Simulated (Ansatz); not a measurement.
## A failed many-body run on Te2Mo (P6_3/mmc)

A first try at the G0W0 gap of Te2Mo (P6_3/mmc), what the program said, and an input that works.

Calculated with Ansatz 0.2.0; G0W0 on PBE, plane waves, PAW.

## 1. Set-up

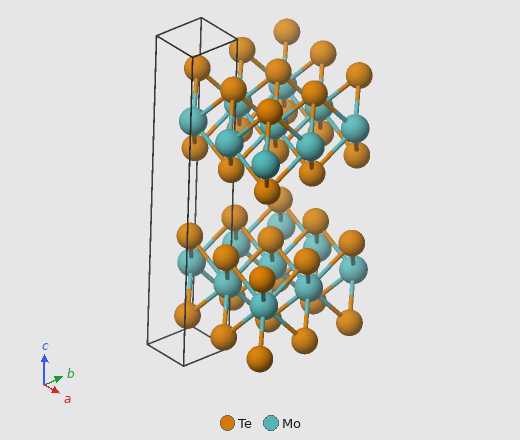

The cell as given, slightly off an axis (tellurium orange, molybdenum teal). 3×3×1 cells are drawn.

The cell and positions come from the Crystallography Open Database and are kept as given unless a step says otherwise. Spin-orbit coupling is left out unless a step names it. The default PAW set here is soft_2. Its files were made with PBE.

## 2. First try

File input.yaml:

```yaml
crystal:
  lattice:
    - [3.5182, 0.0, 0.0]
    - [-1.7591, 3.0468505756, 0.0]
    - [0.0, 0.0, 13.9736]
  atoms:
    - { symbol: Te, position: [0.3333333333, 0.6666666667, 0.621] }
    - { symbol: Te, position: [0.6666666667, 0.3333333333, 0.121] }
    - { symbol: Te, position: [0.3333333333, 0.6666666667, 0.879] }
    - { symbol: Te, position: [0.6666666667, 0.3333333333, 0.379] }
    - { symbol: Mo, position: [0.3333333333, 0.6666666667, 0.25] }
    - { symbol: Mo, position: [0.6666666667, 0.3333333333, 0.75] }
kpoints:
  mp_grid: { grid: [6, 6, 2] }
hamiltonian:
  xc: pbe
scf:
  occupations: { method: fixed }
gw:
  n_empty_bands: 158
  ecut_chi: 60
  qp_bands: [v2, c2]
  qp_kpoints: band_edges
  screening: { model: contour_deformation }
  static_remainder: true
```

The run is started by

```sh
ansatz run input.yaml --threads 3 --pin off --max-ram 64512MiB --backend cuda --events-out ev --progress --plain --runs-dir out --devices 1 --max-vram 24GiB  # rebuilt from the run's record
```

Numbers of over 12 decimals in the logs are rounded to 6 here.

What it wrote:

```text
Error: gw.static_remainder: true with hamiltonian.pseudopotentials.kind: paw|paw_fr|all_electron — the remainder's closure is formed of plane waves alone, without the terms of the atoms; leave out gw.static_remainder, or use kind: nc
```

Wall time 0.03 s (3 threads of AMD EPYC 7R13 (Zen 3), shared host); peak memory 0.07 GiB.

Q: What is the fault?

The program refused the input before any cycle.

The program's message: “Error: gw.static_remainder: true with hamiltonian.pseudopotentials.kind: paw|paw_fr|all_electron — the remainder's closure is formed of plane waves alone, without the terms of the atoms; leave out gw. …”

The fault: static remainder on PAW. The remainder's closure is built from plane waves alone and lacks the terms inside the atoms.

## 3. A better input

G0W0 replaces the xc potential by the self-energy, built once from these orbitals. Only a window of levels is corrected, while the sums run over the empty bands that the input names.

Changes to input.yaml since step 2:

```diff
@@ -19,4 +19,4 @@
 gw:
-  n_empty_bands: 158
-  ecut_chi: 60
+  n_empty_bands: 340
+  ecut_chi: 100.0
   qp_bands: [v2, c2]
@@ -24,2 +24 @@
   screening: { model: contour_deformation }
-  static_remainder: true
```

What it wrote:

```text
GPUs: using 1 of 1 available (devices: 1).
[...]
device memory: the entry about to start is reckoned to put 2.7 GiB on a device that reports 66.8 GiB free (of which the cap on the GPU budget leaves the run 24.0 GiB)
GPU FFT provider: cuFFT
GPU libraries: cuBLAS 13.8.1, cuFFT 12.4.0, cuSOLVER 12.3.2
Crystal: 6 atoms, lattice volume = 149.789 Å³
Basis set: ecut = 420 eV, 2909 PW (Γ)
Bands: 56, of which v1, the nominal top of the filled ones, is band 46 counted from 1 (45 counted from 0)
Symmetry: 24 space group operations
[...]
k-points: 14 of 72
[...]
GPU buffer pool allocated for 55296 grid points (all kernels)
GPU transforms: local potential and band sums: pruned to the plane-wave sphere, on 24×24×96
[...]
SCF iter   1: F=—  HF=-37833.381216 eV  |F-HF|=—  |Δ(HF+E_count)|=         —  Δρ=4.19e-3  dr2=8.71e-3  ethr=1.77e-3  ⟨swp⟩=5.0  Hψ=2460  notcnv=0  defer=95
[...]
0    45     12.1533   -16.2237     1.1821   -14.7039  0.7662    11.8134    11.8157  root
     0    46     12.4768   -18.8277     0.4211   -18.5220  0.7262    12.5921    12.5924  root
     0    47     15.3790   -12.6210    -3.9852   -16.8236  0.7299    15.5978    15.5964  root
     0    48     15.3790   -12.6210    -3.9852   -16.8236  0.7299    15.5978    15.5964  root
     1    45     12.3955   -18.2145     0.6181   -17.6124  0.7349    12.4115    12.4115  root
     1    46     12.3955   -18.2145     0.6181   -17.6124  0.7349    12.4115    12.4115  root
     1    47     15.4167   -12.5953    -4.0113   -16.8153  0.7277    15.6267    15.6254  root
     1    48     15.4167   -12.5953    -4.0113   -16.8153  0.7277    15.6267    15.6254  root
[...]
13    45     12.2673   -18.0639     0.3460   -17.8507  0.7183    12.4000    12.4002  root
    13    46     12.2673   -18.0639     0.3460   -17.8507  0.7183    12.4000    12.4002  root
    13    47     13.4563   -15.3359    -3.8734   -19.6408  0.7107    13.8921    13.8877  root
    13    48     13.4563   -15.3359    -3.8734   -19.6408  0.7107    13.8921    13.8877  root
[key lines of the parts left out:]
SCF converged after 7 iterations
Free energy (F): -37833.393800 eV
Fermi energy:    12.476785 eV
```

The job ended after 19 s (1 × NVIDIA H100 80GB HBM3 (shared by 3 runs) with 3 threads; peak memory 1.7 GiB; 30 s of CPU time).

This step gave:

* bands summed: 386
* RPA ε∞ on this mesh (eigenvalues): 10.70, 19.78, 19.78
* plane waves in the screening matrix: 329
* q-points in the mesh: 72
* G0W0 gap on the mesh: 0.9815 eV
* k of the valence top: 0, 0, 0
* k of the conduction bottom: 0.1667, 0.1667, 0
* starting gap on the mesh: 0.8260 eV
* Z at the valence top: 0.7262
* Z at the conduction bottom: 0.7386
* least direct G0W0 gap on the computed points: 1.311 eV

The gap on the mesh goes from 0.83 eV to 0.98 eV, a correction of +0.16 eV. Between the two edge states, bare exchange in place of the xc potential would open the gap by 4.04 eV, and correlation takes back 3.89 eV.

## 4. Outcome

```yaml
first_try: refused after 0.03 s
better_run: G0W0 gap on the mesh 0.98 eV (6×6×2 mesh, 340 empty bands, screening to 100 eV)
```

In words: The second run differs in: empty bands, screening cutoff (eV) and static remainder. Bands and cutoff are finite, so the gap is not at the basis limit. The miss can reach some tenths of an eV and take either sign; the mesh is an error of its own. The 6×6×2 mesh is coarse for this cell (its supercell is 21 Å along the shortest edge). The RPA ε∞ on it, from the PBE start, is 10.70 and 19.78; such meshes misread the long-range screening, most where the gap is narrow. The many-body steps are scalar-relativistic: spin-orbit coupling is not in them.

[Paths, hosts, dates, memory and timing lines, banners, echoed tables and standing remarks are left out of the program output.]

[Logs are printed without paths, hosts, clocks, repeated set-up lines and the standing remarks that a program may print on its own settings, such as how far it seeks lower states.]

[Runs of the session that timed out or met a known fault of the program may be left out.]

[Cells called generated may have been cut or substituted from an entry of the Crystallography Open Database or the Materials Project.]

[Hosts, paths, dates, database ids (printed as entryN), source tags and the programs' standing remarks are cut or masked in the printed files.]
